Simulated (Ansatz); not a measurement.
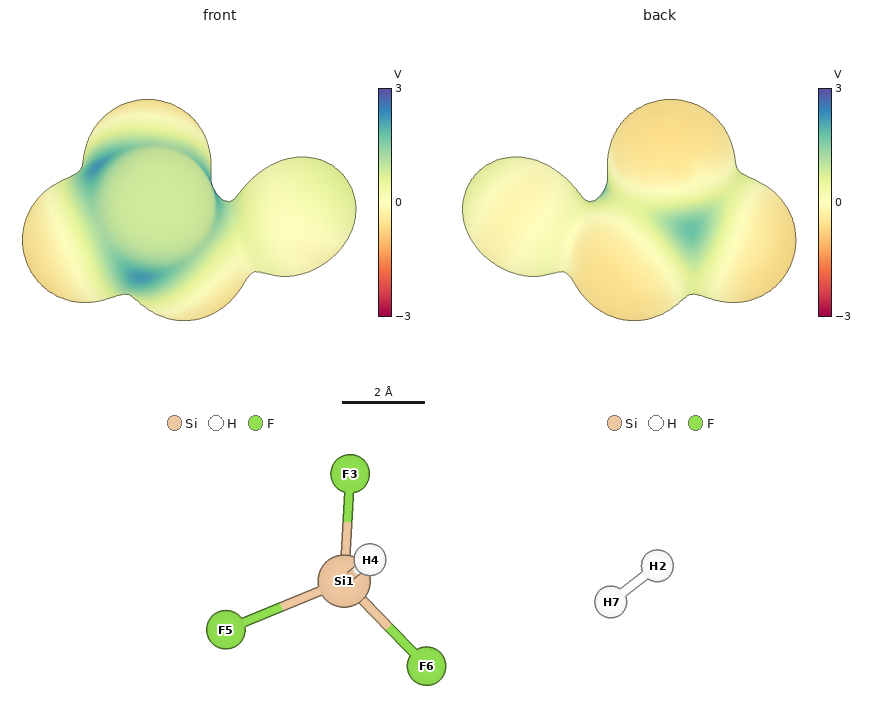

Figure 1: F$_{3}$HSi···H$_{2}$. The molecular electrostatic potential painted on the density surface at 0.002 e/bohr³, seen from the front and from behind; the colour scale runs from red (negative) to blue (positive). The bare structure is drawn below in the same view.

Theory: Ansatz, RKS BLYP-D4/def2-SVP.

The calculation's input:

```
crystal:
  periodic: [false, false, false]
  atoms:
    - { symbol: Si, position_ang: [-0.426754, -0.210199, -0.328225] }
    - { symbol: H, position_ang: [0.042767, 0.765052, 2.111027] }
    - { symbol: F, position_ang: [1.018879, -0.7506, 0.15601] }
    - { symbol: H, position_ang: [-0.44616, 1.256661, -0.45765] }
    - { symbol: F, position_ang: [-0.729408, -0.883769, -1.769713] }
    - { symbol: F, position_ang: [-1.556579, -0.744277, 0.682644] }
    - { symbol: H, position_ang: [-0.607045, 0.461132, 2.159707] }
basis:
  gaussian: { orbitals: def2-SVP }
hamiltonian:
  xc: blyp
  dispersion: d4
relax:
  f_tol: 0.03
  max_steps: 50
output:
  orbitals: {}
```

Launched as:

```sh
ansatz run input.yaml --threads 1 --pin off --max-ram 2048MiB --backend cpu --events-out ev --progress --plain --runs-dir out
```

The fields are those of the run's last geometry, not of the input's.

Q: Which sites attract a positive test charge, and which a negative one?

A: A positive charge is drawn to the negative regions and a negative charge to the positive ones. The most negative region (about −0.6 V) lies over F3, F5 and F6, the most positive (about +2.1 V) over Si1.
